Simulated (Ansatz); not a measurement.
# TiOF2 + HF: a complex and its separated parts

The complex below is one end of an elementary step. How strongly is it bound against its free parts?

Computed with Ansatz 0.2.0, Gaussian basis. Level: PBE0-D4/def2-TZVP structures, single points in def2-TZVPP, no counterpoise correction.

Levels: SPW92, PBE-D4, BLYP-D4, r2SCAN-D4, B97M-V, PBE0-D4, B3LYP-D4, r2SCAN0-D4, BHLYP-D4, CAM-B3LYP-D4, wB97X-V, wB97M-V, B2PLYP, PBE-QIDH, RPA on PBE, Hartree-Fock, MP2, CCSD, CCSD(T).

Correlated methods freeze the cores. B3LYP uses VWN-RPA correlation. B2PLYP carries no dispersion term here.

57 further runs of the same task are left out: 1 that didn't finish, 56 set aside as unsound or not needed.

## 1. Starting geometry

The complex: 6 atoms, charge 0, spin multiplicity 1.

Atoms are counted from 1 here; the program's logs count them from 0.

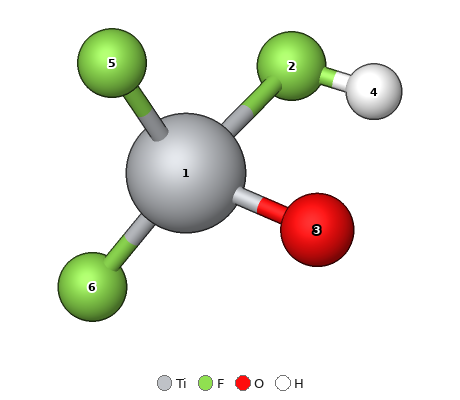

As it starts; titanium light grey, fluorine green, oxygen red, hydrogen white; atoms are numbered from 1 in the order of the file.

Coordinates:

```xyz
6

Ti    0.0438    0.5631    0.1811
F    -0.7388   -1.3968   -0.1961
O     1.4198    0.1247   -0.5264
H     0.0003   -1.7776   -0.6274
F    -0.9109    1.7251   -0.7807
F     0.1859    0.7615    1.9494
```

Its parts: TiOF2 holds atoms 1, 3, 5, 6; HF holds atoms 2, 4. Each part counts its atoms afresh in its own runs.

## 2. Relaxing TiOF2 alone

The input, relax-a/in.yaml:

```yaml
crystal:
  periodic: [false, false, false]
  atoms:
    - {symbol: Ti, position_ang: [0.043776, 0.563068, 0.181084]}
    - {symbol: O, position_ang: [1.419801, 0.124741, -0.526441]}
    - {symbol: F, position_ang: [-0.910881, 1.725052, -0.780665]}
    - {symbol: F, position_ang: [0.185931, 0.761508, 1.949402]}
basis:
  gaussian: {orbitals: def2-TZVP}
hamiltonian: {xc: pbe0, dispersion: d4}
relax: {f_tol: 0.005, max_steps: 200}
```

Command:

```console
$ ansatz run in.yaml --threads 4 --pin off --events-out ev --progress --plain --max-ram 9574MiB
```

What it wrote, shortened:

```text
Functional definition: PBE0
  name "PBE0"
  cite "Adamo & Barone, J. Chem. Phys. 110, 6158 (1999) doi:10.1063/1.478522"
  cite "Perdew, Burke & Ernzerhof, Phys. Rev. Lett. 77, 3865 (1996) doi:10.1103/PhysRevLett.77.3865"
  parent pbe
[...]
929 factors; their error is unknown
[...]
mean field -30591.19105096 eV, -1124.2055356688 hartree, gradient 1.7e-5 eV, S^2 0.000000; 0 other end points of the search recorded, 0 dependent functions left out
[...]
reference -30591.19109024 eV, -1124.2055371122 hartree; 24, 24 occupied and 114, 114 virtual orbitals, 929 factors
[...]
929 factors; their error is unknown
[...]
mean field -30591.22025652 eV, -1124.2066089533 hartree, gradient 2.9e-5 eV, S^2 0.000000; 1 other end points of the search recorded, 0 dependent functions left out
[...]
reference -30591.22029552 eV, -1124.2066103864 hartree; 24, 24 occupied and 114, 114 virtual orbitals, 929 factors
Total energy: -30591.27471219 eV, -1124.2086101623 hartree
Atom 0 at     0.141935     0.737931     0.203364 Å, force     0.000506     0.000115    -0.000163 eV/Å
Atom 1 at     1.385394     0.069532    -0.532103 Å, force     0.000141    -0.000250    -0.000145 eV/Å
Atom 2 at    -0.962641     1.682693    -0.838467 Å, force    -0.000426     0.000157    -0.000099 eV/Å
Atom 3 at     0.173939     0.684213     1.990586 Å, force    -0.000222    -0.000022     0.000407 eV/Å
Dipole moment:    -0.266694    -0.031507     0.096025 e Å
```

Run time: 18 s. Hardware: 4 threads of Intel Xeon at 2.50GHz, shared host.

Along the way:

| step | energy from step 1 (eV) | largest force component (eV/Å) |
| --- | --- | --- |
| 1 | 0.0000 | 0.8363 |
| 2 | -0.0197 | 0.3728 |
| 3 | -0.0267 | 0.0769 |
| 4 | -0.0288 | 0.0386 |
| 5 | -0.0289 | 0.0131 |
| 6 | -0.0289 | 0.0005 |

Distances of close pairs at the start and the end, largest changes first:

```csv
bond,before (Å),after (Å),change (Å)
Ti1–O2,1.608,1.592,-0.016
Ti1–F4,1.785,1.788,+0.003
Ti1–F3,1.785,1.788,+0.003
```

## 3. Relaxing HF alone

The input, relax-b/in.yaml:

```yaml
crystal:
  periodic: [false, false, false]
  atoms:
    - {symbol: F, position_ang: [-0.738806, -1.396771, -0.196098]}
    - {symbol: H, position_ang: [0.000279, -1.777599, -0.627382]}
basis:
  gaussian: {orbitals: def2-TZVP}
hamiltonian: {xc: pbe0, dispersion: d4}
relax: {f_tol: 0.005, max_steps: 200}
```

Command:

```console
$ ansatz run in.yaml --threads 4 --pin off --events-out ev --progress --plain --max-ram 9574MiB
```

What it wrote, shortened:

```text
[... 5 set-up lines as earlier in the session ...]
[...]
200 factors; their error is unknown
[...]
mean field -2731.79367572 eV, -100.3915659066 hartree, gradient 6.9e-6 eV, S^2 0.000000; 0 other end points of the search recorded, 0 dependent functions left out
[...]
reference -2731.80170840 eV, -100.3918611022 hartree; 5, 5 occupied and 32, 32 virtual orbitals, 200 factors
Total energy: -2731.80322170 eV, -100.3919167147 hartree
Atom 0 at    -0.732264    -1.400142    -0.199915 Å, force     0.000001    -0.000001    -0.000001 eV/Å
Atom 1 at    -0.006263    -1.774228    -0.623565 Å, force    -0.000001     0.000001     0.000001 eV/Å
Dipole moment:     0.316285    -0.162972    -0.184564 e Å
```

Run time: 1.5 s. Hardware: 4 threads of Intel Xeon at 2.50GHz, shared host.

The steps of the relaxation:

```
step  energy from step 1 (eV)  largest force component (eV/Å)
   1                   0.0000                          0.7482
   2                  -0.0077                          0.1652
   3                  -0.0080                          0.0073
   4                  -0.0080                          0.0051
   5                  -0.0080                          0.0000
```

The bond:

| bond | before (Å) | after (Å) | change (Å) |
| --- | --- | --- | --- |
| F1–H2 | 0.937 | 0.920 | -0.017 |

## 4. SPW92/def2-TZVPP

The input, parta/in.yaml:

```yaml
crystal:
  periodic: [false, false, false]
  atoms:
    - {symbol: Ti, position_ang: [0.141935, 0.737931, 0.203364]}
    - {symbol: O, position_ang: [1.385394, 0.069532, -0.532103]}
    - {symbol: F, position_ang: [-0.962641, 1.682693, -0.838467]}
    - {symbol: F, position_ang: [0.173939, 0.684213, 1.990586]}
basis:
  gaussian: {orbitals: def2-TZVPP}
hamiltonian: {xc: lda}
```

The input, partb/in.yaml:

```yaml
crystal:
  periodic: [false, false, false]
  atoms:
    - {symbol: F, position_ang: [-0.732264, -1.400142, -0.199915]}
    - {symbol: H, position_ang: [-0.006263, -1.774228, -0.623565]}
basis:
  gaussian: {orbitals: def2-TZVPP}
hamiltonian: {xc: lda}
```

The same command starts each run, in its folder.

Command:

```console
$ ansatz run in.yaml --threads 4 --pin off --events-out ev --progress --plain --max-ram 9574MiB
```

parta printed, shortened:

```text
Functional definition: SPW92
  name "SPW92"
  cite "Dirac, Proc. Camb. Phil. Soc. 26, 376 (1930) doi:10.1017/S0305004100016108"
  cite "Slater, Phys. Rev. 81, 385 (1951) doi:10.1103/PhysRev.81.385"
  cite "Perdew & Wang, Phys. Rev. B 45, 13244 (1992) doi:10.1103/PhysRevB.45.13244"
[...]
895 factors; their error is unknown
[...]
mean field -30500.76169432 eV, -1120.8823181076 hartree, gradient 4.4e-5 eV, S^2 0.000000; 0 other end points of the search recorded, 0 dependent functions left out
reference -30500.76174418 eV, -1120.8823199396 hartree; 24, 24 occupied and 133, 133 virtual orbitals, 895 factors
Total energy: -30500.76174418 eV, -1120.8823199396 hartree
```

partb printed, shortened:

```text
[... 5 set-up lines as earlier in the session ...]
[...]
215 factors; their error is unknown
[...]
mean field -2716.76651699 eV, -99.8393280088 hartree, gradient 3.5e-5 eV, S^2 0.000000; 0 other end points of the search recorded, 0 dependent functions left out
reference -2716.76652807 eV, -99.8393284161 hartree; 5, 5 occupied and 40, 40 virtual orbitals, 215 factors
Total energy: -2716.76652807 eV, -99.8393284161 hartree
```

Times: 1.2 s (parta), 0.21 s (partb) on 4 threads of Intel Xeon at 2.50GHz, shared host.

## 5. PBE-D4/def2-TZVPP

Each input of step 4 (parta, partb) changes in the same lines:

```diff
-hamiltonian: {xc: lda}
+hamiltonian: {xc: pbe, dispersion: d4}
```

The same command starts each run, in its folder.

Command:

```console
$ ansatz run in.yaml --threads 4 --pin off --events-out ev --progress --plain --max-ram 9574MiB
```

Log of parta, shortened:

```text
Functional definition: PBE
  name "PBE"
[... 2 set-up lines as earlier in the session ...]
[...]
895 factors; their error is unknown
[...]
mean field -30591.74512721 eV, -1124.2258975952 hartree, gradient 3.1e-5 eV, S^2 0.000000; 0 other end points of the search recorded, 0 dependent functions left out
reference -30591.74517998 eV, -1124.2258995347 hartree; 24, 24 occupied and 133, 133 virtual orbitals, 895 factors
Total energy: -30591.81013718 eV, -1124.2282866677 hartree
```

Output in partb, shortened:

```text
[... 4 set-up lines as earlier in the session ...]
[...]
215 factors; their error is unknown
[...]
mean field -2731.84359176 eV, -100.3934002872 hartree, gradient 4.8e-5 eV, S^2 0.000000; 0 other end points of the search recorded, 0 dependent functions left out
reference -2731.84360387 eV, -100.3934007322 hartree; 5, 5 occupied and 40, 40 virtual orbitals, 215 factors
Total energy: -2731.84549776 eV, -100.3934703313 hartree
```

Wall times: 1.8 s (parta), 0.26 s (partb) on 4 threads of Intel Xeon at 2.50GHz, shared host.

## 6. BLYP-D4/def2-TZVPP

The same edit goes into each in.yaml of step 5 (parta, partb):

```diff
-hamiltonian: {xc: pbe, dispersion: d4}
+hamiltonian: {xc: {name: BLYP}, dispersion: d4}
```

The same command starts each run, in its folder.

Command:

```console
$ ansatz run in.yaml --threads 4 --pin off --events-out ev --progress --plain --max-ram 9574MiB
```

Log of parta, shortened:

```text
Functional definition: BLYP
  name "BLYP"
  cite "Becke, Phys. Rev. A 38, 3098 (1988) doi:10.1103/PhysRevA.38.3098"
  cite "Lee, Yang & Parr, Phys. Rev. B 37, 785 (1988) doi:10.1103/PhysRevB.37.785"
[...]
895 factors; their error is unknown
[...]
mean field -30605.27772862 eV, -1124.7232115246 hartree, gradient 2.8e-5 eV, S^2 0.000000; 0 other end points of the search recorded, 0 dependent functions left out
reference -30605.27805789 eV, -1124.7232236248 hartree; 24, 24 occupied and 133, 133 virtual orbitals, 895 factors
Total energy: -30605.42063238 eV, -1124.7284631408 hartree
```

partb printed, shortened:

```text
[... 4 set-up lines as earlier in the session ...]
[...]
215 factors; their error is unknown
[...]
mean field -2734.23794058 eV, -100.4813909834 hartree, gradient 3.9e-5 eV, S^2 0.000000; 0 other end points of the search recorded, 0 dependent functions left out
reference -2734.23806419 eV, -100.4813955259 hartree; 5, 5 occupied and 40, 40 virtual orbitals, 215 factors
Total energy: -2734.24264619 eV, -100.4815639113 hartree
```

Times: 1.7 s (parta), 0.26 s (partb) on 4 threads of Intel Xeon at 2.50GHz, shared host.

## 7. r2SCAN-D4/def2-TZVPP

The same edit goes into each in.yaml of step 6 (parta, partb):

```diff
-hamiltonian: {xc: {name: BLYP}, dispersion: d4}
+hamiltonian: {xc: r2scan, dispersion: d4}
```

One command serves all of them, each in its own folder.

Command:

```console
$ ansatz run in.yaml --threads 4 --pin off --events-out ev --progress --plain --max-ram 9574MiB
```

Output in parta, shortened:

```text
Functional definition: r2SCAN
  name "r2SCAN"
  cite "Furness, Kaplan, Ning, Perdew & Sun, J. Phys. Chem. Lett. 11, 8208 (2020) doi:10.1021/acs.jpclett.0c02405"
  cite "Furness, Kaplan, Ning, Perdew & Sun, J. Phys. Chem. Lett. 11, 9248 (2020) doi:10.1021/acs.jpclett.0c03077"
  parent r2scan
[...]
895 factors; their error is unknown
[...]
mean field -30600.67078589 eV, -1124.5539095017 hartree, gradient 1.7e-5 eV, S^2 0.000000; 0 other end points of the search recorded, 0 dependent functions left out
reference -30600.67080381 eV, -1124.5539101605 hartree; 24, 24 occupied and 133, 133 virtual orbitals, 895 factors
Total energy: -30600.68531700 eV, -1124.5544435104 hartree
```

Output in partb, shortened:

```text
[... 5 set-up lines as earlier in the session ...]
[...]
215 factors; their error is unknown
[...]
mean field -2733.29261886 eV, -100.4466510510 hartree, gradient 6.5e-6 eV, S^2 0.000000; 0 other end points of the search recorded, 0 dependent functions left out
reference -2733.29262204 eV, -100.4466511679 hartree; 5, 5 occupied and 40, 40 virtual orbitals, 215 factors
Total energy: -2733.29307958 eV, -100.4466679820 hartree
```

They took 3 s (parta), 0.61 s (partb) on 4 threads of Intel Xeon at 2.50GHz, shared host.

## 8. B97M-V/def2-TZVPP

The same edit goes into each in.yaml of step 7 (parta, partb):

```diff
-hamiltonian: {xc: r2scan, dispersion: d4}
+hamiltonian: {xc: {name: B97M-V}}
```

The same command starts each run, in its folder.

Command:

```console
$ ansatz run in.yaml --threads 4 --pin off --events-out ev --progress --plain --max-ram 9574MiB
```

Output in parta, shortened:

```text
Functional definition: B97M-V
  name "B97M-V"
  cite "Mardirossian & Head-Gordon, J. Chem. Phys. 142, 074111 (2015) doi:10.1063/1.4907719"
  cite "Becke, J. Chem. Phys. 107, 8554 (1997) doi:10.1063/1.475007"
  cite "Vydrov & Van Voorhis, J. Chem. Phys. 133, 244103 (2010) doi:10.1063/1.3521275"
  # Of w^i u^j: cxij and so on, Table III.
[...]
  gx(w, u) = cx00 + cx01*u + cx02*u^2 + (cx10 + cx11*u)*w
[...]
  gos(w, u) = cos00 + cos01*u + cos03*u^3 + cos10*w + cos32*w^3*u^2
[...]
      + integral(e_c_pw_mod_opposite_spin*gos(b97_w_opposite, b97_u_opposite)) + vv10(b, c)
895 factors; their error is unknown
[...]
mean field -30595.87766396 eV, -1124.3777655198 hartree, gradient 6.5e-5 eV, S^2 0.000000; 0 other end points of the search recorded, 0 dependent functions left out
reference -30595.87774032 eV, -1124.3777683259 hartree; 24, 24 occupied and 133, 133 virtual orbitals, 895 factors
Total energy: -30595.87774032 eV, -1124.3777683259 hartree
```

partb printed, shortened:

```text
[... 5 set-up lines as earlier in the session ...]
  # Of w^i u^j: cxij and so on, Table III.
[...]
  gx(w, u) = cx00 + cx01*u + cx02*u^2 + (cx10 + cx11*u)*w
[...]
  gos(w, u) = cos00 + cos01*u + cos03*u^3 + cos10*w + cos32*w^3*u^2
[...]
      + integral(e_c_pw_mod_opposite_spin*gos(b97_w_opposite, b97_u_opposite)) + vv10(b, c)
215 factors; their error is unknown
[...]
mean field -2733.38837300 eV, -100.4501699505 hartree, gradient 2.3e-5 eV, S^2 0.000000; 0 other end points of the search recorded, 0 dependent functions left out
reference -2733.38839071 eV, -100.4501706014 hartree; 5, 5 occupied and 40, 40 virtual orbitals, 215 factors
Total energy: -2733.38839071 eV, -100.4501706014 hartree
```

They took 4.9 s (parta), 0.55 s (partb) on 4 threads of Intel Xeon at 2.50GHz, shared host.

## 9. PBE0-D4/def2-TZVPP

Each input of step 8 (parta, partb) changes in the same lines:

```diff
-hamiltonian: {xc: {name: B97M-V}}
+hamiltonian: {xc: pbe0, dispersion: d4}
+output: {orbitals: {seedname: orbitals}}
```

Each run has its own folder and the same command.

Command:

```console
$ ansatz run in.yaml --threads 4 --pin off --events-out ev --progress --plain --max-ram 9574MiB
```

Output in parta, shortened:

```text
[... 5 set-up lines as earlier in the session ...]
[...]
975 factors; their error is unknown
[...]
mean field -30591.33737662 eV, -1124.2109130374 hartree, gradient 4.7e-5 eV, S^2 0.000000; 0 other end points of the search recorded, 0 dependent functions left out
reference -30591.33741609 eV, -1124.2109144879 hartree; 24, 24 occupied and 133, 133 virtual orbitals, 975 factors
Total energy: -30591.39183276 eV, -1124.2129142637 hartree
```

partb printed, shortened:

```text
[... 5 set-up lines as earlier in the session ...]
[...]
215 factors; their error is unknown
[...]
mean field -2731.86111793 eV, -100.3940443620 hartree, gradient 4.0e-5 eV, S^2 0.000000; 0 other end points of the search recorded, 0 dependent functions left out
reference -2731.86112664 eV, -100.3940446822 hartree; 5, 5 occupied and 40, 40 virtual orbitals, 215 factors
Total energy: -2731.86263994 eV, -100.3941002947 hartree
```

Times: 2.2 s (parta), 0.3 s (partb) on 4 threads of Intel Xeon at 2.50GHz, shared host.

## 10. B3LYP-D4/def2-TZVPP

Each input of step 9 (parta, partb) changes in the same lines:

```diff
-hamiltonian: {xc: pbe0, dispersion: d4}
-output: {orbitals: {seedname: orbitals}}
+hamiltonian: {xc: {name: B3LYP}, dispersion: d4}
```

One command serves all of them, each in its own folder.

Command:

```console
$ ansatz run in.yaml --threads 4 --pin off --events-out ev --progress --plain --max-ram 9574MiB
```

Output in parta, shortened:

```text
Functional definition: B3LYP
  name "B3LYP"
  cite "Stephens, Devlin, Chabalowski & Frisch, J. Phys. Chem. 98, 11623 (1994) doi:10.1021/j100096a001"
[... 2 set-up lines as earlier in the session ...]
  cite "Vosko, Wilk & Nusair, Can. J. Phys. 58, 1200 (1980) doi:10.1139/p80-159"
[...]
961 factors; their error is unknown
[...]
mean field -30604.74754187 eV, -1124.7037275208 hartree, gradient 3.1e-5 eV, S^2 0.000000; 0 other end points of the search recorded, 0 dependent functions left out
reference -30604.74778949 eV, -1124.7037366208 hartree; 24, 24 occupied and 133, 133 virtual orbitals, 961 factors
Total energy: -30604.85391595 eV, -1124.7076366962 hartree
```

Output in partb, shortened:

```text
[... 6 set-up lines as earlier in the session ...]
[...]
215 factors; their error is unknown
[...]
mean field -2734.54626012 eV, -100.4927215174 hartree, gradient 1.9e-5 eV, S^2 0.000000; 0 other end points of the search recorded, 0 dependent functions left out
reference -2734.54635096 eV, -100.4927248557 hartree; 5, 5 occupied and 40, 40 virtual orbitals, 215 factors
Total energy: -2734.54934068 eV, -100.4928347257 hartree
```

Times: 2.5 s (parta), 0.3 s (partb) on 4 threads of Intel Xeon at 2.50GHz, shared host.

## 11. r2SCAN0-D4/def2-TZVPP

Each input of step 10 (parta, partb) changes in the same lines:

```diff
-hamiltonian: {xc: {name: B3LYP}, dispersion: d4}
+hamiltonian: {xc: {name: r2SCAN0}, dispersion: d4}
```

Each run has its own folder and the same command.

Command:

```console
$ ansatz run in.yaml --threads 4 --pin off --events-out ev --progress --plain --max-ram 9574MiB
```

parta printed, shortened:

```text
Functional definition: r2SCAN0
  name "r2SCAN0"
  cite "Bursch, Neugebauer, Ehlert & Grimme, J. Chem. Phys. 156, 134105 (2022) doi:10.1063/5.0086040"
[... 3 set-up lines as earlier in the session ...]
[...]
975 factors; their error is unknown
[...]
mean field -30598.18801669 eV, -1124.4626694166 hartree, gradient 1.5e-5 eV, S^2 0.000000; 0 other end points of the search recorded, 0 dependent functions left out
reference -30598.18803088 eV, -1124.4626699381 hartree; 24, 24 occupied and 133, 133 virtual orbitals, 975 factors
Total energy: -30598.20545341 eV, -1124.4633102044 hartree
```

Output in partb, shortened:

```text
[... 6 set-up lines as earlier in the session ...]
[...]
215 factors; their error is unknown
[...]
mean field -2732.94545935 eV, -100.4338931742 hartree, gradient 6.6e-5 eV, S^2 0.000000; 0 other end points of the search recorded, 0 dependent functions left out
reference -2732.94546181 eV, -100.4338932647 hartree; 5, 5 occupied and 40, 40 virtual orbitals, 215 factors
Total energy: -2732.94596379 eV, -100.4339117118 hartree
```

Times: 3.7 s (parta), 0.61 s (partb) on 4 threads of Intel Xeon at 2.50GHz, shared host.

## 12. BHLYP-D4/def2-TZVPP

The same edit goes into each in.yaml of step 11 (parta, partb):

```diff
-hamiltonian: {xc: {name: r2SCAN0}, dispersion: d4}
+hamiltonian: {xc: {name: BHLYP}, dispersion: d4}
```

Each run has its own folder and the same command.

Command:

```console
$ ansatz run in.yaml --threads 4 --pin off --events-out ev --progress --plain --max-ram 9574MiB
```

Output in parta, shortened:

```text
Functional definition: BHLYP
  name "BHLYP"
  cite "Becke, J. Chem. Phys. 98, 1372 (1993) doi:10.1063/1.464304"
[... 2 set-up lines as earlier in the session ...]
[...]
1081 factors; their error is unknown
[...]
mean field -30599.76026871 eV, -1124.5204486125 hartree, gradient 4.7e-5 eV, S^2 0.000000; 0 other end points of the search recorded, 0 dependent functions left out
reference -30599.76043297 eV, -1124.5204546491 hartree; 24, 24 occupied and 133, 133 virtual orbitals, 1081 factors
Total energy: -30599.84660221 eV, -1124.5236213102 hartree
```

partb printed, shortened:

```text
[... 5 set-up lines as earlier in the session ...]
[...]
234 factors; their error is unknown
[...]
mean field -2733.43313260 eV, -100.4518148357 hartree, gradient 1.2e-5 eV, S^2 0.000000; 0 other end points of the search recorded, 0 dependent functions left out
reference -2733.43319314 eV, -100.4518170604 hartree; 5, 5 occupied and 40, 40 virtual orbitals, 234 factors
Total energy: -2733.43492111 eV, -100.4518805621 hartree
```

Times: 2.8 s (parta), 0.31 s (partb) on 4 threads of Intel Xeon at 2.50GHz, shared host.

## 13. CAM-B3LYP-D4/def2-TZVPP

The same edit goes into each in.yaml of step 12 (parta, partb):

```diff
-hamiltonian: {xc: {name: BHLYP}, dispersion: d4}
+hamiltonian: {xc: {name: CAM-B3LYP}, dispersion: d4}
```

The same command starts each run, in its folder.

Command:

```console
$ ansatz run in.yaml --threads 4 --pin off --events-out ev --progress --plain --max-ram 9574MiB
```

Output in parta, shortened:

```text
Functional definition: CAM-B3LYP
  name "CAM-B3LYP"
  cite "Yanai, Tew & Handy, Chem. Phys. Lett. 393, 51 (2004) doi:10.1016/j.cplett.2004.06.011"
  cite "Iikura, Tsuneda, Yanai & Hirao, J. Chem. Phys. 115, 3540 (2001) doi:10.1063/1.1383587"
[... 2 set-up lines as earlier in the session ...]
[...]
958 factors; their error is unknown
171 factors; integrals over basis functions are off by at most 4.8e-4 eV
[...]
mean field -30603.25963417 eV, -1124.6490479215 hartree, gradient 4.2e-5 eV, S^2 0.000000; 0 other end points of the search recorded, 0 dependent functions left out
reference -30603.25975537 eV, -1124.6490523752 hartree; 24, 24 occupied and 133, 133 virtual orbitals, 958 factors
Total energy: -30603.31521212 eV, -1124.6510903733 hartree
```

partb printed, shortened:

```text
[... 6 set-up lines as earlier in the session ...]
[...]
  # Exact exchange under (alpha + beta erf(omega r))/r, Becke's under what is left of 1/r.
[...]
215 factors; their error is unknown
48 factors; integrals over basis functions are off by at most 4.9e-5 eV
[...]
mean field -2733.85902809 eV, -100.4674662063 hartree, gradient 6.2e-5 eV, S^2 0.000000; 0 other end points of the search recorded, 0 dependent functions left out
reference -2733.85907223 eV, -100.4674678281 hartree; 5, 5 occupied and 40, 40 virtual orbitals, 215 factors
Total energy: -2733.86051255 eV, -100.4675207591 hartree
```

Wall times: 3 s (parta), 0.36 s (partb) on 4 threads of Intel Xeon at 2.50GHz, shared host.

[end of part 1 of 2]
